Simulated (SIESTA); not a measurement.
Band structure of In₃Ga (Fm-3m, 4 atoms in the cell).

```yaml
crystal:
  lattice:
    - [0.00000, 3.66564, 3.66564]
    - [3.66564, 0.00000, 3.66564]
    - [3.66564, 3.66564, 0.00000]
  atoms:
    - { symbol: In, position: [0.25000, 0.25000, 0.25000] }
    - { symbol: In, position: [0.75000, 0.75000, 0.75000] }
    - { symbol: In, position: [0.50000, 0.50000, 0.50000] }
    - { symbol: Ga, position: [0.00000, 0.00000, 0.00000] }
```

Method: GGA PBEsol, numerical atomic orbitals TZP, PseudoDojo PBEsol standard norm-conserving potentials (rewritten from UPF to PSML) run with SIESTA.

Settings: XC.functional = GGA; XC.authors = PBEsol; potentials = PseudoDojo PBEsol standard; PAO.BasisSize = TZP; PAO.EnergyShift = 0.01 Ry; MeshCutoff = 400 Ry; kgrid.MonkhorstPack = 10 10 10; OccupationFunction = MP; OccupationMPOrder = 0; ElectronicTemperature = 0.1 eV; MaxSCFIterations = 150; SCF.Mixer.Method = Pulay; SCF.Mixer.Weight = 0.1; SCF.Mixer.History = 8.

The starting cell comes from a database of computed structures (which also holds hypothetical and non-ambient phases and stackings), without a prior relaxation at this level. Values carry the incompleteness of an atom-centred basis.

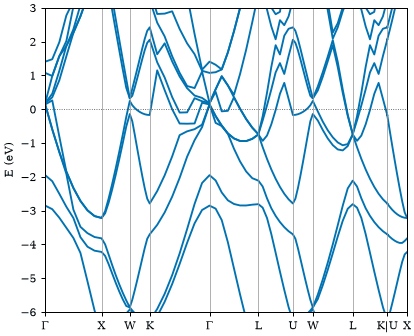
Figure: Bands along the path, energies from the Fermi level.

Levels in eV from the Fermi level, bands 23 to 28:
| point | 23 | 24 | 25 | 26 | 27 | 28 |
|---|---|---|---|---|---|---|
| Γ | -1.95 | 0.14 | 0.14 | 0.14 | 0.18 | 0.18 |
| X | -4.22 | -3.82 | -3.22 | -3.22 | 4.55 | 4.55 |
| W | -5.87 | -5.87 | -0.14 | 0.24 | 0.32 | 0.32 |
| K | -6.26 | -3.70 | -2.79 | -0.17 | 2.06 | 2.42 |
| L | -2.81 | -2.11 | -0.75 | -0.75 | -0.74 | -0.74 |
| U | -6.26 | -3.70 | -2.79 | -0.17 | 2.06 | 2.42 |

Bands cross the Fermi level along this path, so the cell is metallic at this level.

Higher empty bands are left out: an atom-centred basis made for the valence describes them poorly.
